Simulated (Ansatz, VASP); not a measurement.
# Cross-check of Te2Mo between VASP and Ansatz, part 2 of 2

Wanted: the spread between two codes on one cell, functional and k mesh.  Other levels of theory on this material are compared in a session of their own. Valence electrons are named where the data sets of a main pair hold unlike numbers.

VASP 6.6.1 and Ansatz 0.2.0.

So far: Starting point; Ansatz: band structure, HSE03.

**3. VASP: band structure, HSE03**

Level of this step: HSE03, no spin polarisation; plane waves and PAW (Te, Mo_sv) (VASP).

The same cell, functional, mesh and smearing now go to VASP, with its own data sets.

Lines of VASP's logs that name or quote its potential files are left out, and so is its time.

The run reads the wave functions of an earlier VASP run, which isn't shown here.

Input file INCAR:

```
SYSTEM = Te2Mo
PREC = Accurate
ENCUT = 400
EDIFF = 1E-06
NELM = 100
ISMEAR = 0
SIGMA = 0.02
LREAL = .FALSE.
ALGO = Normal
LHFCALC = .TRUE.
AEXX = 0.25
GGA = PE
HFSCREEN = 0.3
LASPH = .TRUE.
NBANDS = 32
PRECFOCK = Fast
LORBIT = 11
LWAVE = .FALSE.
LCHARG = .FALSE.
KPAR = 2
```

Input file POSCAR:

```
Te2Mo
1.0
    3.5182000000      0.0000000000      0.0000000000
   -1.7591000000      3.0468505756      0.0000000000
    0.0000000000      0.0000000000     13.9736000000
Te Mo
4 2
Direct
    0.3333333333      0.6666666667      0.6210000000
    0.6666666667      0.3333333333      0.1210000000
    0.3333333333      0.6666666667      0.8790000000
    0.6666666667      0.3333333333      0.3790000000
    0.3333333333      0.6666666667      0.2500000000
    0.6666666667      0.3333333333      0.7500000000
```

Input file KPOINTS:

```
Automatic mesh
0
Gamma
5 5 1
0 0 0
```

Input file KPOINTS_OPT:

```
Line mode
6
Line-mode
Reciprocal
  0.00000000   0.00000000   0.00000000 GAMMA
  0.50000000   0.00000000   0.00000000 M

  0.50000000   0.00000000   0.00000000 M
  0.33333333   0.33333333   0.00000000 K

  0.33333333   0.33333333   0.00000000 K
  0.00000000   0.00000000   0.00000000 GAMMA

  0.00000000   0.00000000   0.00000000 GAMMA
  0.00000000   0.00000000   0.50000000 A

  0.00000000   0.00000000   0.50000000 A
  0.50000000   0.00000000   0.50000000 L

  0.50000000   0.00000000   0.50000000 L
  0.33333333   0.33333333   0.50000000 H

  0.33333333   0.33333333   0.50000000 H
  0.00000000   0.00000000   0.50000000 A

  0.50000000   0.00000000   0.50000000 L
  0.50000000   0.00000000   0.00000000 M

  0.33333333   0.33333333   0.00000000 K
  0.33333333   0.33333333   0.50000000 H
```

Potentials, in the order of the species: Te and Mo_sv (PBE family, release 64).

Run with:

```
$ mpirun -np 8 vasp_std
```

Numbers of over 12 decimals in the logs are rounded to 6 here.

The program printed:

```text
[banner, memory and clock lines left out]
running    8 mpi-ranks, on    1 nodes
 distrk:  each k-point on    4 cores,    2 groups
 distr:  one band on    1 cores,    4 groups

 POSCAR found type information on POSCAR TeMo
 POSCAR found :  2 types and       6 ions
|                                                                             |
|           W    W    AA    RRRRR   N    N  II  N    N   GGGG   !!!           |
|           W    W   A  A   R    R  NN   N  II  NN   N  G    G  !!!           |
|           W    W  A    A  R    R  N N  N  II  N N  N  G       !!!           |
|           W WW W  AAAAAA  RRRRR   N  N N  II  N  N N  G  GGG   !            |
|           WW  WW  A    A  R   R   N   NN  II  N   NN  G    G                |
|           W    W  A    A  R    R  N    N  II  N    N   GGGG   !!!           |
|                                                                             |
|     For optimal performance we recommend to set                             |
|       NCORE = 2 up to number-of-cores-per-socket                            |
|     NCORE specifies how many cores store one orbital (NPAR=cpu/NCORE).      |
|     This setting can greatly improve the performance of VASP for DFT.       |
|     The default, NCORE=1 might be grossly inefficient on modern             |
|     multi-core architectures or massively parallel machines. Do your        |
|     Unfortunately you need to use the default for GW and RPA                |
|     calculations (for HF NCORE is supported but not extensively tested      |
|     yet).                                                                   |
|                                                                             |

 LDA part: xc-table for (Slater+PW92), standard interpolation
 found WAVECAR, reading the header
 POSCAR, INCAR and KPOINTS ok, starting setup
 FFT: planning ... GRIDC
 FFT: planning ... GRID_SOFT
 FFT: planning ... GRID
 reading WAVECAR
 the WAVECAR file was read successfully
 initial charge from wavefunction
 entering main loop
       N       E                     dE             d eps       ncg     rms          rms(c)
DAV:   1    -0.420492318038E+02   -0.42049E+02   -0.40469E+00   320   0.104E+01    0.219E+01
DAV:   2    -0.420139503681E+02    0.35281E-01   -0.26561E-01   320   0.342E+00    0.144E+01
DAV:   3    -0.420159294642E+02   -0.19791E-02   -0.21220E-02   336   0.744E-01    0.841E+00
DAV:   4    -0.420145963876E+02    0.13331E-02   -0.13320E-02   336   0.476E-01    0.491E+00
DAV:   5    -0.420143423555E+02    0.25403E-03   -0.25699E-03   320   0.304E-01    0.309E+00
DAV:   6    -0.420144076989E+02   -0.65343E-04   -0.56733E-04   368   0.984E-02    0.187E+00
DAV:   7    -0.420143695095E+02    0.38189E-04   -0.17243E-04   336   0.804E-02    0.110E+00
DAV:   8    -0.420143786199E+02   -0.91104E-05   -0.18057E-05   352   0.188E-02    0.665E-01
DAV:   9    -0.420143800856E+02   -0.14657E-05   -0.11042E-05   304   0.164E-02    0.398E-01
DAV:  10    -0.420143821742E+02   -0.20886E-05   -0.17355E-06   248   0.905E-03    0.233E-01
DAV:  11    -0.420143836677E+02   -0.14935E-05   -0.87632E-07   224   0.508E-03    0.135E-01
DAV:  12    -0.420143846285E+02   -0.96079E-06   -0.23409E-07   192   0.305E-03
   1 F= -.42014385E+02 E0= -.42014385E+02  d E =-.556923E-33
 Start KPOINTS_OPT (optional k-point list driver)
k-point batch [1-5\54]
       N       E                     dE             ncg
DAV:   1     0.247843833889E+02   -0.28088E+04      392
DAV:   2    -0.214451638757E+04   -0.21693E+04      376
DAV:   3    -0.233549404452E+04   -0.19098E+03      384
DAV:   4    -0.235064204325E+04   -0.15148E+02      432
DAV:   5    -0.235136302114E+04   -0.72098E+00      384
DAV:   6    -0.235140841241E+04   -0.45391E-01      408
DAV:   7    -0.235141186668E+04   -0.34543E-02      368
DAV:   8    -0.235141215954E+04   -0.29286E-03      328
DAV:   9    -0.235141218522E+04   -0.25682E-04      272
DAV:  10    -0.235141218755E+04   -0.23258E-05      256
DAV:  11    -0.235141218777E+04   -0.22493E-06      224
[...]
k-point batch [51-54\54]
       N       E                     dE             ncg
DAV:   1     0.163540476760E+04   -0.72593E+04      304
DAV:   2     0.332894031050E+01   -0.16321E+04      288
DAV:   3    -0.133802225704E+03   -0.13713E+03      328
DAV:   4    -0.144538700076E+03   -0.10736E+02      320
DAV:   5    -0.145000725512E+03   -0.46203E+00      296
DAV:   6    -0.145032382941E+03   -0.31657E-01      320
DAV:   7    -0.145035194906E+03   -0.28120E-02      296
DAV:   8    -0.145035460786E+03   -0.26588E-03      192
DAV:   9    -0.145035487806E+03   -0.27020E-04      224
DAV:  10    -0.145035490564E+03   -0.27578E-05      176
DAV:  11    -0.145035490858E+03   -0.29438E-06      176
```

OUTCAR, selected parts (step 3):

```text
ion  position               nearest neighbor table
   1  0.333  0.667  0.621-   6 2.72   6 2.72   6 2.72   3 3.61
   2  0.667  0.333  0.121-   5 2.72   5 2.72   5 2.72   4 3.61
   3  0.333  0.667  0.879-   6 2.72   6 2.72   6 2.72   1 3.61
   4  0.667  0.333  0.379-   5 2.72   5 2.72   5 2.72   2 3.61
   5  0.333  0.667  0.250-   2 2.72   4 2.72   2 2.72   4 2.72   2 2.72   4 2.72
   6  0.667  0.333  0.750-   1 2.72   3 2.72   1 2.72   3 2.72   1 2.72   3 2.72

  LATTYP: Found a hexagonal cell.
 ALAT       =     3.5182000000
 C/A-ratio  =     3.9718037633

 Subroutine GETGRP returns: Found 24 space group operations
 (whereof 12 operations were pure point group operations)

The static configuration has the point symmetry D_3d.
 The point group associated with its full space group is D_6h.

 Found      5 irreducible k-points:

   k-points           NKPTS =      5   k-points in BZ     NKDIM =     25   number of bands    NBANDS=     32

   dimension x,y,z NGX =    24 NGY =   24 NGZ =   96
   dimension x,y,z NGXF=    48 NGYF=   48 NGZF=  192

   ENCUT  =  400.0 eV  29.40 Ry    5.42 a.u.   5.74  5.74 22.79*2*pi/ulx,y,z

   NELECT =      52.0000    total number of electrons

 k-points in reciprocal lattice and weights: Automatic mesh
   0.00000000  0.00000000  0.00000000       0.040
   0.20000000 -0.00000000  0.00000000       0.240
   0.40000000 -0.00000000  0.00000000       0.240
   0.20000000  0.20000000  0.00000000       0.240
   0.40000000  0.20000000  0.00000000       0.240

  exchange ACFDT corr.  =         0.00000000  see jH, gK, PRB 81, 115126

 average (electrostatic) potential at core
       1 -82.5716       2 -82.5716       3 -82.5716       4 -82.5716       5 -68.3687
       6 -68.3687

 E-fermi :   8.0798

 k-point     1 :       0.0000    0.0000    0.0000
  band No.  band energies     occupation
    ...
     22       6.7714      2.00000
     23       6.7717      2.00000
     24       6.7717      2.00000
     25       7.4639      2.00000
     26       7.9138      2.00000
     27      11.2437      0.00000
     28      11.2437      0.00000
     29      11.3827      0.00000
     30      11.3827      0.00000
     31      11.4929      0.00000
    ...

 k-point     2 :       0.2000   -0.0000    0.0000
  band No.  band energies     occupation
    ...
     22       6.3397      2.00000
     23       6.3447      2.00000
     24       6.8100      2.00000
     25       7.2030      2.00000
     26       7.2938      2.00000
     27       9.7298      0.00000
     28      10.2067      0.00000
     29      10.2253      0.00000
     30      10.4462      0.00000
     31      10.7604      0.00000
    ...

 k-point     3 :       0.4000   -0.0000    0.0000
  band No.  band energies     occupation
    ...
     22       6.1040      2.00000
     23       6.5268      2.00000
     24       6.7953      2.00000
     25       7.0774      2.00000
     26       7.3110      2.00000
     27       9.5250      0.00000
     28       9.5658      0.00000
     29       9.7191      0.00000
     30      10.0307      0.00000
     31      10.7493      0.00000
    ...

  energy-cutoff  :      400.00
  volume of cell :      149.79
      direct lattice vectors                 reciprocal lattice vectors
     3.518200000  0.000000000  0.000000000     0.284236257  0.164103880  0.000000000
    -1.759100000  3.046850576  0.000000000     0.000000000  0.328207759  0.000000000
     0.000000000  0.000000000 13.973600000     0.000000000  0.000000000  0.071563520

 POSITION                                       TOTAL-FORCE (eV/Angst)
 -----------------------------------------------------------------------------------
     -0.00000      2.03123      8.67761         0.000000     -0.000000      0.344056
      1.75910      1.01562      1.69081         0.000000     -0.000000      0.344056
     -0.00000      2.03123     12.28279         0.000000      0.000000     -0.344056
      1.75910      1.01562      5.29599         0.000000      0.000000     -0.344056
     -0.00000      2.03123      3.49340        -0.000000      0.000000      0.000000
      1.75910      1.01562     10.48020         0.000000     -0.000000     -0.000000
 -----------------------------------------------------------------------------------
    total drift:                                0.000000     -0.000000     -0.000002

  FREE ENERGIE OF THE ION-ELECTRON SYSTEM (eV)
  ---------------------------------------------------
  free  energy   TOTEN  =       -42.0143846285 eV

  energy  without entropy=      -42.0143846285  energy(sigma->0) =      -42.01438463

 total charge
# of ion       s       p       d       tot
------------------------------------------
    1        1.351   2.106   0.066   3.523
    2        1.351   2.106   0.066   3.523
    3        1.351   2.106   0.066   3.523
    4        1.351   2.106   0.066   3.523
    5        2.252   6.155   3.943  12.350
    6        2.252   6.155   3.943  12.350
--------------------------------------------------
tot          9.908  20.734   8.150  38.793

[... 2 further parts left out ...]
```

This run has no spin polarisation, so a moment on Mo, if there is one, isn't seen. The k-mesh is coarse for exact exchange; levels may shift by about 0.1 eV on a finer one. Spin-orbit coupling is off here; with elements this heavy it splits and shifts levels by tenths of an eV or more. The PAW data sets were made with PBE, which is usual practice but a small mismatch for other functionals.

**4. Differences**

Known differences besides the potentials themselves: exact exchange at q = 0 is treated differently, which shows on coarse meshes; VASP keeps PBE cores, Ansatz makes them for the functional; the data sets hold 92 valence electrons in Ansatz (on its default PAW (the set named soft_2) files) and 52 in VASP; the cutoff is 420 eV in Ansatz and 400 eV in VASP; VASP takes a coarser grid for exact exchange (PRECFOCK = Fast). Total energies have different zeros and are not compared.

Compared:

```
                     quantity  Ansatz   VASP  difference
gap over the path points (eV)   0.972  0.968      +0.004
```

Forces (eV/Å; atoms numbered as in POSCAR):

```
atom        Ansatz x, y, z          VASP x, y, z
 Te1   0.000, 0.000, 0.337   0.000, 0.000, 0.344
 Te2   0.000, 0.000, 0.337   0.000, 0.000, 0.344
 Te3  0.000, 0.000, -0.337  0.000, 0.000, -0.344
 Te4  0.000, 0.000, -0.337  0.000, 0.000, -0.344
 Mo5   0.000, 0.000, 0.000   0.000, 0.000, 0.000
 Mo6   0.000, 0.000, 0.000   0.000, 0.000, 0.000
```

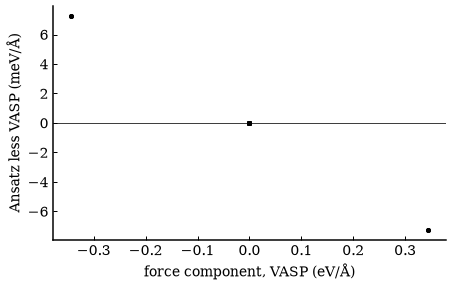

Difference of the force components against their size.

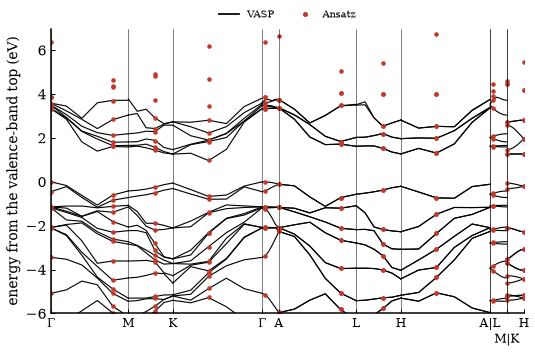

Bands from VASP (lines) and levels from Ansatz (dots). Dots without a line are higher empty bands that the VASP plot leaves out.

Levels at points of the path, from each program's valence-band top (eV; 4 filled, then empty):

```
k (reciprocal lattice)                                  Ansatz                                    VASP
     0.000 0.000 0.000   -1.14 -1.14 -0.45 0.00 3.32 3.32 3.46   -1.14 -1.14 -0.45 0.00 3.33 3.34 3.48
     0.400 0.000 0.000  -1.39 -1.12 -0.83 -0.60 1.61 1.65 1.80  -1.39 -1.12 -0.84 -0.60 1.61 1.65 1.80
     0.400 0.200 0.000  -2.19 -1.89 -0.51 -0.25 1.44 1.57 1.88  -2.20 -1.89 -0.50 -0.24 1.45 1.57 1.89
     0.200 0.200 0.000  -1.41 -1.39 -0.80 -0.66 0.97 1.83 1.90  -1.41 -1.39 -0.80 -0.66 0.97 1.84 1.90
     0.000 0.000 0.100   -1.15 -1.15 -0.41 0.00 3.32 3.32 3.45   -1.14 -1.14 -0.41 0.00 3.33 3.34 3.46
     0.000 0.000 0.500  -1.17 -1.17 -0.11 -0.11 3.36 3.36 3.36  -1.16 -1.16 -0.11 -0.11 3.37 3.37 3.38
     0.400 0.000 0.500  -1.21 -1.21 -0.71 -0.71 1.71 1.71 1.84  -1.20 -1.20 -0.72 -0.72 1.72 1.72 1.84
     0.400 0.200 0.500  -2.17 -2.17 -0.38 -0.38 1.52 1.52 2.20  -2.17 -2.17 -0.38 -0.38 1.52 1.52 2.20
     0.200 0.200 0.500  -1.48 -1.48 -0.73 -0.73 1.32 1.32 1.98  -1.48 -1.48 -0.73 -0.73 1.31 1.31 1.98
     0.500 0.000 0.400  -1.11 -1.09 -0.61 -0.52 1.60 1.62 1.96  -1.10 -1.08 -0.61 -0.52 1.61 1.63 1.96
```

The forces differ by 3.4 meV/Å r.m.s., which is 2.1 % of the r.m.s. force of 0.162 eV/Å (both taken over all components). Among the levels compared at these points, filled levels agree within 7 meV and empty ones within 25 meV.

**5. What came out**

```
largest difference of a filled level at the path points (band structure, HSE03) : 6.6 meV
```

The largest difference of a filled level at the path points is 6.6 meV (band structure, HSE03), within the 80 meV picked in this series as the mark of a large difference. The data sets hold unlike numbers of valence electrons (92 in Ansatz and 52 in VASP), so part of the differences comes from the potentials. 8 further runs of this series are not shown here. How closely two codes agree says nothing of how well the functional describes the real material.

[Lines on the potential files, build, host, timing and source positions are cut from VASP's logs without a mark.]

[Logs are printed without paths, hosts, clocks, repeated set-up lines and the standing remarks that a program may print on its own settings, such as how far it seeks lower states.]

[Hosts, paths, dates, database ids (printed as entryN), source tags and the programs' standing remarks are cut or masked in the printed files.]
